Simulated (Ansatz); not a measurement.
# H₄O₂Sn···H₂: what the fields show

Input

```
crystal:
  periodic: [false, false, false]
  atoms:
    - { symbol: Sn, position_ang: [0.475933, 0.268332, -0.358523] }
    - { symbol: H, position_ang: [-0.996036, 0.313705, 2.196569] }
    - { symbol: H, position_ang: [1.494322, 0.290693, -1.720633] }
    - { symbol: O, position_ang: [-1.122312, 1.241993, -0.938894] }
    - { symbol: H, position_ang: [-1.809245, 1.415543, -0.313322] }
    - { symbol: H, position_ang: [0.08467, -1.261184, 0.257651] }
    - { symbol: O, position_ang: [1.327868, 1.288769, 1.086367] }
    - { symbol: H, position_ang: [1.898333, 2.003838, 0.848604] }
    - { symbol: H, position_ang: [-0.430633, 0.732611, 2.314982] }
basis:
  gaussian: { orbitals: def2-SVP }
hamiltonian:
  xc: hf
relax:
  f_tol: 0.03
  max_steps: 50
output:
  orbitals: {}
```

Run with:

```sh
ansatz run input.yaml --threads 2 --pin off --max-ram 3072MiB --backend cpu --events-out ev --progress --plain --runs-dir out
```

The fields are those of the run's last geometry, not of the input's.

Core potentials replace the inner electrons of Sn.

All numbers below come from RHF/def2-SVP in Ansatz 0.2.0.

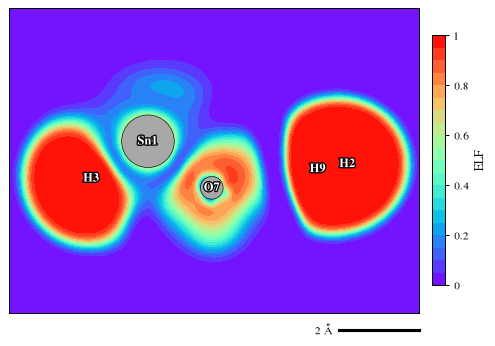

Figure 1. ELF on the plane of atoms H3, Sn1 and O7. Grey discs cover the atomic cores.

**What does the map show?**

The section cuts through Sn, H and O sites. O7···H9 (2.66 Å): the ELF dips to about 0 between them; a weak contact between the two molecules. Sn–O (1.96 Å): the ELF peaks at about 0.85 in the valence shell of O, 0.6 Å from its nucleus, and drops to about 0.10 between the two atoms. H–H (0.75 Å): the ELF is about 1 at the midpoint. Sn–H (1.70 Å): the ELF climbs to about 1 towards the hydrogen. The ELF also peaks beside O7, away from the bonds: lone-pair regions.

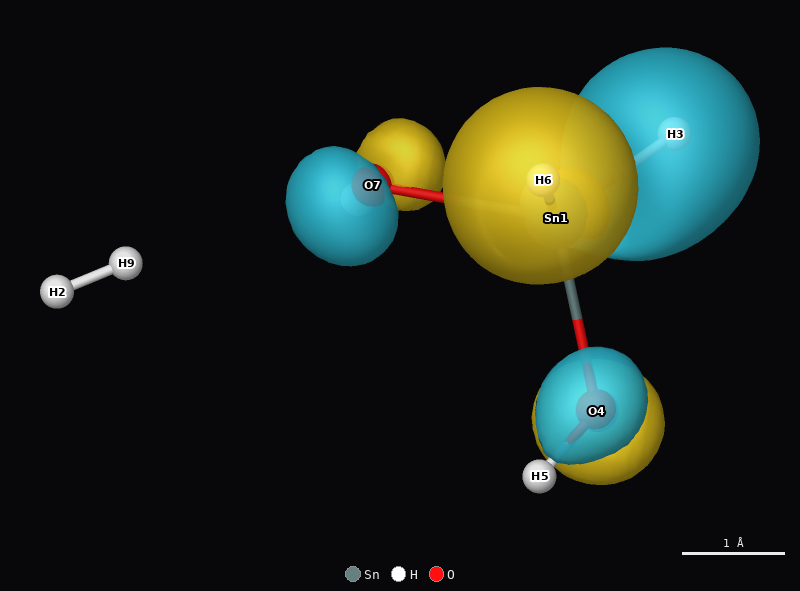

Figure 2. The HOMO at ±0.15 Å⁻³ᐟ² (yellow and cyan are the two phases), seen at a tilt.

**What is the character of this orbital?**

It lies mainly on Sn1 (about 30 %), H6 (about 20 %), H3 (about 20 %), O4 (about 15 %) and O7 (about 10 %). Its energy is −12.29 eV.
